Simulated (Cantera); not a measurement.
Input: 1 mol CaO, 29 mol HF, 56 mol N2, at 1475 K.

These are equilibrium values from Cantera (NASA tables, ideal gas, pure condensed phases), not measurements of a reactor. Candidate condensed phases: Ca, CaF2, CaO, Ca(OH)2, H2O; 47 gas species. Kinetics and transport are ignored.

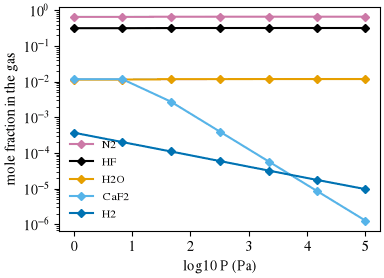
Equilibrium gas composition (values under 1e-9 drawn at 1e-9)

From 1.00e-5 bar to 6.80e-5 bar nothing is condensed. From 0.000460 bar to 1.00 bar the condensed part is CaF2(s). The main Ca-bearing gas is CaF2 throughout.
